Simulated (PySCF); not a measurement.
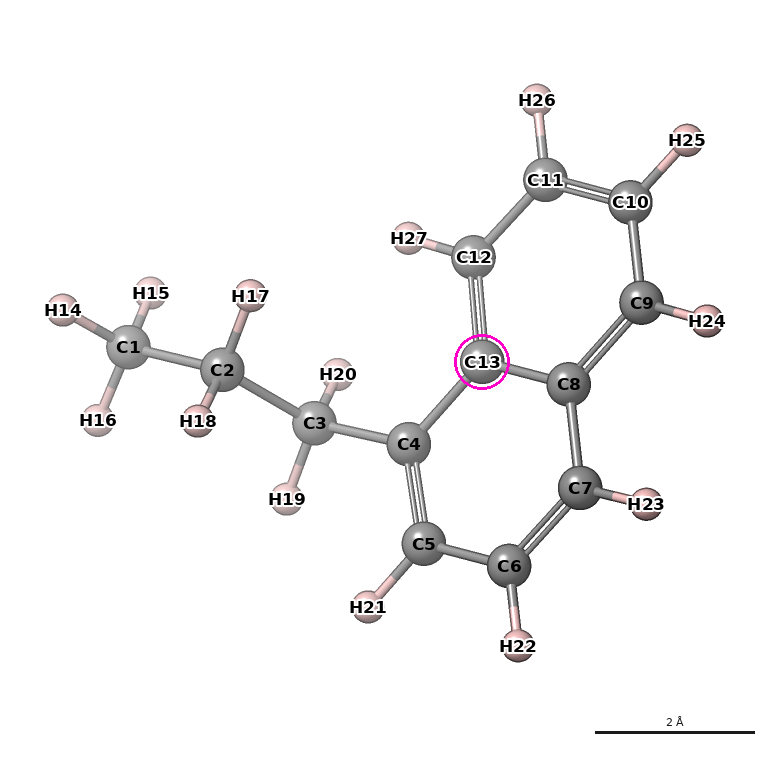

Orthographic view. Atoms fade into the background with distance from the viewer. The computed structure is the end point of a PBE0-D3(BJ)/def2-SVP optimisation. No frequency run is at hand to confirm it as a minimum.

**Name the neighbours of the circled atom.**

The circled atom is C13; it is bonded to C4, C8, C12.

**Of C9 and H24, which is nearer the viewer?**

H24; the bond to C9 points away from the viewer, so it looks shorter than its 1.09 Å.

**What is the shortest path along bonds from the circled atom to H23?**

C13–C8–C7–H23, 3 bonds; through space the two are 3.45 Å apart.
